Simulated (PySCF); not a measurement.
**C6H10O3Si (SMILES CO[SiH2]CC(=C=O)C(C)=O): density, localisation and related maps**

Input file:

```
{"job": {"kind": "nmr", "xc": "PBE0", "basis": "pcSseg-1"}, "charge": 0, "multiplicity": 1}
C     -3.858315    -0.170624    -0.108040
O     -2.550106    -0.562719    -0.364248
Si    -1.209359     0.268429     0.099577
C     -0.002735    -0.957233    -0.743160
C      1.422073    -0.759728    -0.292596
C      2.280321    -1.707628    -0.558242
O      2.985977    -2.594280    -0.804529
C      1.745520     0.465575     0.398735
C      3.191358     0.719234     0.736053
O      0.870093     1.264823     0.676699
H     -4.528285    -0.969741    -0.427183
H     -4.006546     0.022000     0.957743
H     -4.101603     0.743652    -0.655929
H     -1.286123     1.584640    -0.530719
H     -1.213637     0.255363     1.561987
H     -0.061577    -0.816001    -1.823439
H     -0.326038    -1.977282    -0.543466
H      3.684669     1.148379    -0.135580
H      3.255207     1.435785     1.551108
H      3.703960    -0.201359     1.002193
```

Launched as:

```sh
OMP_NUM_THREADS=1 python probes_run.py task.json out
```

Geometry: GFN2-xTB.

All numbers below come from PBE0/pcSseg-1, SCF density, gas phase, non-relativistic in PySCF 2.14.0.

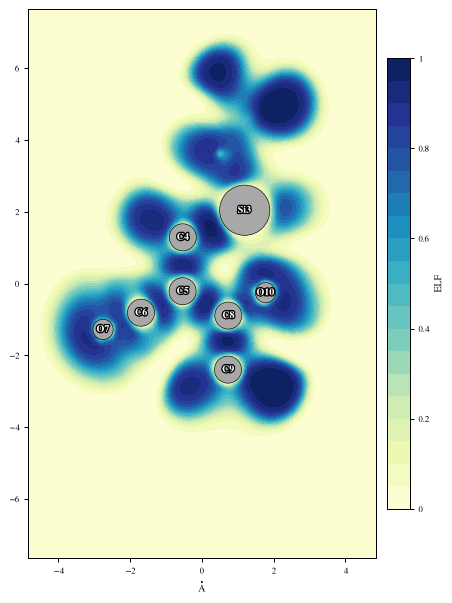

Figure 1. Electron localisation function on the plane of atoms C9, C8 and O10. Grey discs cover the atomic cores.

### What do the fields say about this system?

- The section cuts through Si, C and O sites.
- C–O (1.16 Å): the ELF peaks at about 0.85 between the atoms: a short, multiple covalent bond.
- C–C (1.31 Å): the ELF peaks at about 0.90 between the atoms (a multiple bond).
- C–Si (1.92 Å): the ELF peaks at about 0.95 between the atoms; a shared electron pair.
- C–O (1.22 Å): the ELF peaks at about 0.85 between the atoms (a multiple bond).
- C–C (1.44 Å): the ELF peaks at about 0.95 between the atoms, as expected for a covalent bond.
- The ELF also peaks beside O7, O10 and O2, away from the bonds: lone-pair regions.

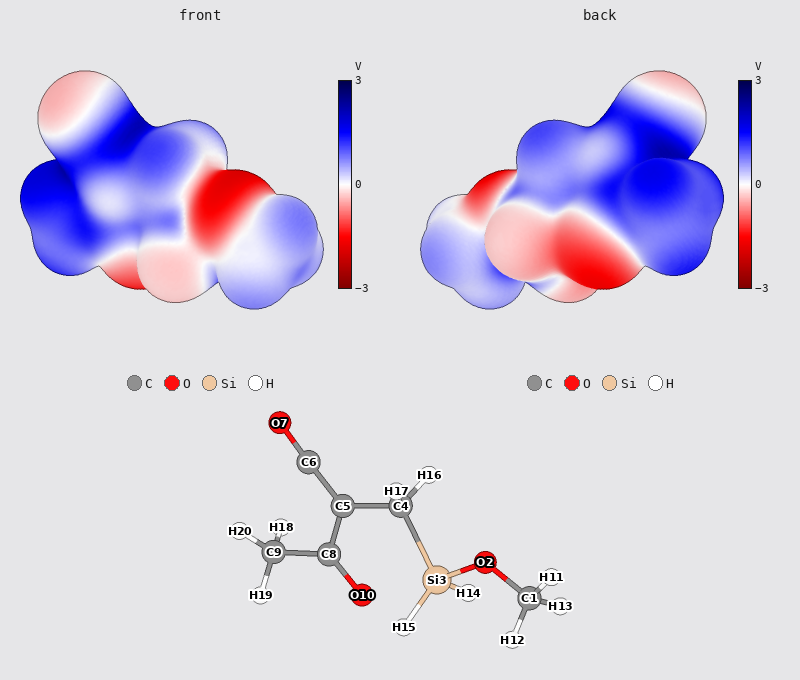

Figure 2. The molecular electrostatic potential painted on the density surface at 0.004 e/bohr³, seen from the front and from behind; red is negative and blue positive. The bare structure is drawn below in the same view.

### Describe the electrostatic potential map.

The most negative region (about −1.8 V) lies over O2, the most positive (about +2.1 V) over C6. O2 is the likeliest acceptor of a hydrogen bond.
